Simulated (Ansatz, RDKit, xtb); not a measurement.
**C5H3FS: which of the isomers drawn lies lowest?**

A sample of isomers of C5H3FS is drawn. Aim: find which of them has the lowest free energy at 298.15 K, then its properties. The sample is small against all isomers, and the most stable one of this formula need not be in it.

Plan: many cheap relaxations first (GFN2-xTB), then density-functional screening, relaxation at B3LYP/def2-SVP, vibrations (at GFN2-xTB) and a final energy. The numbers are computed, not measured.

### 1 Drawing up candidates

Isomers were taken from a list of plausible structures; this is a sample, not all of them. That gives 4 candidates.

```tsv
label	SMILES	spin
c191	C#CCC(F)=C=S	singlet
c541	C#CC(=S)C(=C)F	singlet
c738	C#C[C@H](F)C=C=S	singlet
c916	C#CC(=C=S)CF	singlet
```

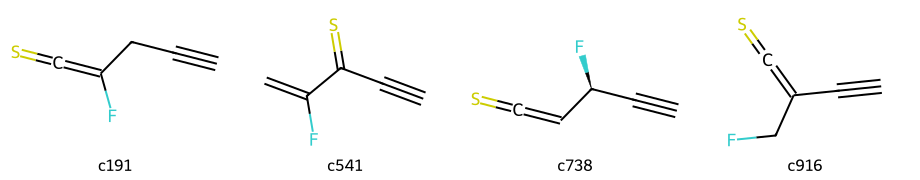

Structural formulas of the candidates.

Candidates are built by distance geometry, with a force field where one applies, in up to four conformers (letters a to d).

**Question.** With final energies at CCSD(T)/def2-SVP + MP2/def2-TZVPP - MP2/def2-SVP, which structure will this search put lowest in free energy, and by what margin?

| quantity | value |
| --- | --- |
| lowest structure found | C#CC(=S)C(=C)F, singlet |
| next finalist | C#CC(=C=S)CF, singlet, 3.8 kcal/mol higher in G |
| share at equilibrium, among the finalists | 99.8 % |

The search ends on `C#CC(=S)C(=C)F`. The margin of 3.8 kcal/mol over the next finalist is beyond the usual error of the last level; it says nothing of structures that weren't ranked. GFN2-xTB, r2SCAN-D4/def2-SVP, B3LYP/def2-SVP, HF/def2-SVP and MP2/def2-SVP already put its bonding pattern lowest among the structures in one piece; HF/STO-3G favours the singlet C#CC(=C=S)CF. Lowest found is not proven lowest: the search is finite, and each finalist counts with one conformer. Only 4 drawn patterns were tried, so whole families of isomers are missing, and the result ranks this sample alone.
